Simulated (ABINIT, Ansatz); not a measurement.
**BiH3 (Pm-3m): zone-centre phonons**

Which modes does BiH3 (Pm-3m) have at the zone centre?

Main program and level: ABINIT 10.8.3; DFT LDA, scalar-relativistic, plane waves, HGH norm-conserving pseudopotentials.

The structure was built from a prototype and need not be the compound's stable phase.

## Step 1: The structure

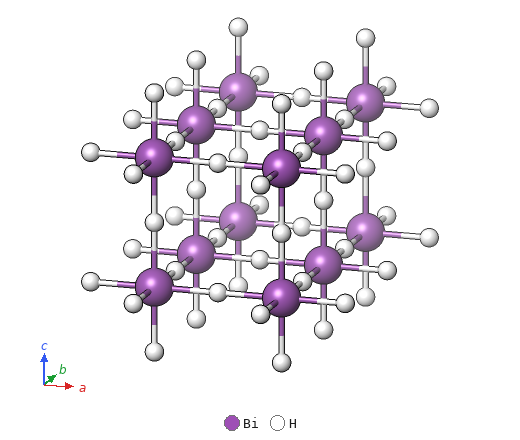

The cell as given, slightly off an axis (bismuth purple, hydrogen white). 1×2×1 cells are drawn. Some periodic images of atoms are drawn too.

Structure file:

```cif
data_structure
_symmetry_space_group_name_H-M 'Pm-3m'
_symmetry_Int_Tables_number 221
_cell_length_a 4.1336
_cell_length_b 4.1336
_cell_length_c 4.1336
_cell_angle_alpha 90.000
_cell_angle_beta 90.000
_cell_angle_gamma 90.000
_cell_volume 70.63
loop_
_atom_site_label
_atom_site_type_symbol
_atom_site_symmetry_multiplicity
_atom_site_Wyckoff_symbol
_atom_site_fract_x
_atom_site_fract_y
_atom_site_fract_z
_atom_site_occupancy
Bi1 Bi 1 a 0.00000 0.00000 0.00000 1
H1 H 3 d 0.50000 0.00000 0.00000 1
```

## Step 2: Relaxing the cell and atoms

The harmonic expansion needs vanishing forces, and a free crystal bears no stress, so cell and atoms are brought to rest. Stress is more sensitive to the basis than forces are: the last 3 Ha under the cutoff are smoothed with ecutsm, and the cutoff is raised above that of the later runs.

The starting cell comes from a relaxation made beforehand in Ansatz (LDA, PseudoDojo NC).

File relax.abi:

```
# relaxation
ionmov 2
optcell 2
dilatmx 1.08
ntime 40
tolmxf 1.0d-05
tolvrs 1.0d-14
prtwf 0
prtden 0
chksymtnons 0

# basis, mesh and filling
ecut 43.0
ecutsm 3.0
ixc 7
ngkpt 8 8 8
nshiftk 1
shiftk 0.0 0.0 0.0
istwfk *1
occopt 3
tsmear 0.01
nband 9
nstep 100
diemac 1000000.0
prtebands 0
prtgsr 0

# cell and atoms
acell 7.811424374 7.811424374 7.811424374
rprim 
    1.0 0.0 0.0
    0.0 1.0 0.0
    0.0 0.0 1.0
ntypat 2
znucl 83 1
natom 4
typat 1 2 2 2
xred 
    0.0 0.0 0.0
    0.5 0.0 0.0
    0.0 0.5 0.0
    0.0 0.0 0.5
pp_dirpath "./pseudo"
pseudos "Bi.hgh, H.hgh"
```

Command:

```sh
$ OMP_NUM_THREADS=1 mpirun -n 4 abinit relax.abi > relax.log
```

Numbers of over 12 decimals in the logs are rounded to 6 here.

relax.abo, the main output file:

```text
[banners, grids, parts of the stress and lines that vanish by symmetry left out]
- input  file    -> relax.abi
- output file    -> relax.abo
- root for input  files -> relaxi
[...]
Symmetries : space group Pm -3 m (#221); Bravais cP (primitive cubic)
[...]
mpw =        8217          nfft =      125000          nkpt =          35
[...]
== DATASET  1 ==================================================================
[...]
cutoff_energies: {ecut:  43.0, pawecutdg:  -1.0, }
[...]
Exchange-correlation functional for the present dataset will be:
  LDA: Perdew-Wang 92 LSD fit to Ceperley-Alder data - ixc=7
[...]
ETOT  1  -7.253259    -7.253E+00 2.061E-02 7.509E+01
 ETOT  2  -7.269721    -1.646E-02 2.040E-03 8.011E-01
 ETOT  3  -7.269872    -1.508E-04 8.709E-04 1.215E-01
 ETOT  4  -7.269884    -1.190E-05 4.992E-04 1.444E-02
 ETOT  5  -7.269884    -2.915E-07 3.422E-04 7.500E-04
[...]
At SCF step   11       vres2   =  8.90E-17 < tolvrs=  1.00E-14 =>converged.
[...]
sigma(1 1)=  1.41087151E-05  sigma(3 2)=  0.00000000E+00
  sigma(2 2)=  1.41087151E-05  sigma(3 1)=  0.00000000E+00
  sigma(3 3)=  1.41087151E-05  sigma(2 1)=  0.00000000E+00
[...]
convergence: {deltae:  1.528E-13, res2:  8.901E-17, residm:  7.641E-06, diffor: null, }
etotal    :  -7.26988427E+00
[...]
ETOT  1  -7.269892    -7.270E+00 4.649E-05 9.965E-03
[...]
At SCF step    9       vres2   =  5.07E-17 < tolvrs=  1.00E-14 =>converged.
[...]
sigma(1 1)=  1.25056472E-05  sigma(3 2)=  0.00000000E+00
  sigma(2 2)=  1.25056472E-05  sigma(3 1)=  0.00000000E+00
  sigma(3 3)=  1.25056472E-05  sigma(2 1)=  0.00000000E+00
[...]
convergence: {deltae: -3.908E-14, res2:  5.072E-17, residm:  3.038E-06, diffor: null, }
etotal    :  -7.26989233E+00
[...]
ETOT  1  -7.269888    -7.270E+00 3.029E-01 5.914E-01
[...]
At SCF step    9       vres2   =  2.70E-15 < tolvrs=  1.00E-14 =>converged.
[...]
sigma(1 1)= -1.60196278E-07  sigma(3 2)=  0.00000000E+00
  sigma(2 2)= -1.60196278E-07  sigma(3 1)=  0.00000000E+00
  sigma(3 3)= -1.60196278E-07  sigma(2 1)=  0.00000000E+00
[...]
convergence: {deltae:  9.504E-14, res2:  2.703E-15, residm:  4.538E-03, diffor: null, }
etotal    :  -7.26992126E+00
[...]
ETOT  1  -7.269921    -7.270E+00 1.624E-03 9.382E-05
[...]
ETOT  7  -7.269921     1.421E-13 5.643E-05 1.591E-14
 ETOT  8  -7.269921     4.263E-14 1.065E-05 1.616E-16
 At SCF step    8       vres2   =  1.62E-16 < tolvrs=  1.00E-14 =>converged.
[...]
sigma(1 1)=  1.65911917E-09  sigma(3 2)=  0.00000000E+00
  sigma(2 2)=  1.65911917E-09  sigma(3 1)=  0.00000000E+00
  sigma(3 3)=  1.65911917E-09  sigma(2 1)=  0.00000000E+00
[...]
convergence: {deltae:  4.263E-14, res2:  1.616E-16, residm:  1.065E-05, diffor: null, }
etotal    :  -7.26992127E+00
[...]
At Broyd/MD step   4, gradients are converged :
[...]
sigma(1 1)=  1.65911917E-09  sigma(3 2)=  0.00000000E+00
  sigma(2 2)=  1.65911917E-09  sigma(3 1)=  0.00000000E+00
  sigma(3 3)=  1.65911917E-09  sigma(2 1)=  0.00000000E+00
[...]
- sigma(1 1)=  4.88129713E-05  sigma(3 2)=  0.00000000E+00
- sigma(2 2)=  4.88129713E-05  sigma(3 1)=  0.00000000E+00
- sigma(3 3)=  4.88129713E-05  sigma(2 1)=  0.00000000E+00
[...]
fcart     -0.0000000000E+00 -0.0000000000E+00 -0.0000000000E+00
           strten      1.6591191719E-09  1.6591191721E-09  1.6591191736E-09
================================================================================

[key lines of the parts left out:]
pressure_GPa:  -4.8813E-05
Total energy (etotal) [Ha]= -7.26992126754450E+00
```

It took 65 s on 4 MPI ranks of Intel Xeon at 2.70GHz, shared host.

Step by step:

```tsv
step	energy less that of the first step (eV)	largest force (eV/Å)	volume (Å³)
1	0.0000	0.0000	70.63
2	-0.0002	0.0000	70.54
3	-0.0010	0.0000	69.85
4	-0.0010	0.0000	69.86
```

```tsv
conventional cell, symmetrised	before	after	change
a (Å)	4.134	4.119	-0.4 %
b (Å)	4.134	4.119	-0.4 %
c (Å)	4.134	4.119	-0.4 %
volume (Å³/atom)	17.66	17.47	-1.1 %
```

Read from the output:

| Item | Value |
| --- | --- |
| volume per atom | 17.47 Å³ |
| pressure | -4.88e-5 GPa |
| gap on the k-mesh | 0 eV |

The volume changes by -1.1 % from the cell with which this run began.

## Step 3: Ground state

First-order wavefunctions inherit every error of the ground state, hence the very tight tolvrs. Occupations are smeared.

File gs.abi:

```
# ground state
tolvrs 1.0d-16
prtden 1
prtwf 1

# basis, mesh and filling
ecut 35.0
ixc 7
ngkpt 8 8 8
nshiftk 1
shiftk 0.0 0.0 0.0
istwfk *1
occopt 3
tsmear 0.01
nband 9
nstep 100
diemac 1000000.0
prtebands 0
prtgsr 0

# cell and atoms
acell 7.782930409 7.782930409 7.782930409
rprim 
    1.0 0.0 0.0
    0.0 1.0 0.0
    0.0 0.0 1.0
ntypat 2
znucl 83 1
natom 4
typat 1 2 2 2
xred 
    0.0 0.0 0.0
    0.5 0.0 0.0
    0.0 0.5 0.0
    0.0 0.0 0.5
pp_dirpath "./pseudo"
pseudos "Bi.hgh, H.hgh"
```

Command:

```sh
$ OMP_NUM_THREADS=1 mpirun -n 4 abinit gs.abi > gs.log
```

gs.abo, the main output file:

```text
[banners, grids, parts of the stress and lines that vanish by symmetry left out]
- input  file    -> gs.abi
- output file    -> gs.abo
- root for input  files -> gsi
[...]
Symmetries : space group Pm -3 m (#221); Bravais cP (primitive cubic)
[...]
mpw =        4700          nfft =       91125          nkpt =          35
[...]
== DATASET  1 ==================================================================
[...]
cutoff_energies: {ecut:  35.0, pawecutdg:  -1.0, }
[...]
Exchange-correlation functional for the present dataset will be:
  LDA: Perdew-Wang 92 LSD fit to Ceperley-Alder data - ixc=7
[...]
ETOT  1  -7.254213    -7.254E+00 1.645E-02 5.359E+01
 ETOT  2  -7.268244    -1.403E-02 1.177E-03 5.672E-01
 ETOT  3  -7.268390    -1.461E-04 1.167E-03 8.809E-02
 ETOT  4  -7.268402    -1.144E-05 8.989E-04 1.040E-02
 ETOT  5  -7.268402    -2.802E-07 3.745E-04 6.265E-04
[...]
ETOT 10  -7.268402     8.793E-14 2.132E-05 1.659E-14
 ETOT 11  -7.268402    -1.377E-13 1.939E-05 3.389E-17
 At SCF step   11       vres2   =  3.39E-17 < tolvrs=  1.00E-16 =>converged.
[...]
sigma(1 1)=  1.35932678E-05  sigma(3 2)=  0.00000000E+00
  sigma(2 2)=  1.35932678E-05  sigma(3 1)=  0.00000000E+00
  sigma(3 3)=  1.35932678E-05  sigma(2 1)=  0.00000000E+00
[...]
convergence: {deltae: -1.377E-13, res2:  3.389E-17, residm:  1.939E-05, diffor: null, }
etotal    :  -7.26840209E+00
[...]
sigma(1 1)=  1.35932678E-05  sigma(3 2)=  0.00000000E+00
  sigma(2 2)=  1.35932678E-05  sigma(3 1)=  0.00000000E+00
  sigma(3 3)=  1.35932678E-05  sigma(2 1)=  0.00000000E+00
[...]
- sigma(1 1)=  3.99927746E-01  sigma(3 2)=  0.00000000E+00
- sigma(2 2)=  3.99927746E-01  sigma(3 1)=  0.00000000E+00
- sigma(3 3)=  3.99927746E-01  sigma(2 1)=  0.00000000E+00
[...]
fcart     -0.0000000000E+00 -0.0000000000E+00 -0.0000000000E+00
           strten      1.3593267785E-05  1.3593267785E-05  1.3593267785E-05
================================================================================

[key lines of the parts left out:]
pressure_GPa:  -3.9993E-01
```

Wall time 13 s (4 MPI ranks); 52 s of CPU time.

Read from the output:

```yaml
pressure: -0.3999 GPa
```

The cell stands at -0.40 GPa: the relaxation ran with a smoothed and higher cutoff, and the difference is a stress of the finite basis.

(Part 1 of 4 ends here.)

[Host names and launcher messages were left out of these logs when they were recorded.]

[Logs are printed without paths, hosts, clocks, repeated set-up lines and the standing remarks that a program may print on its own settings, such as how far it seeks lower states.]

[Hosts, paths, dates, database ids (printed as entryN), source tags and the programs' standing remarks are cut or masked in the printed files.]
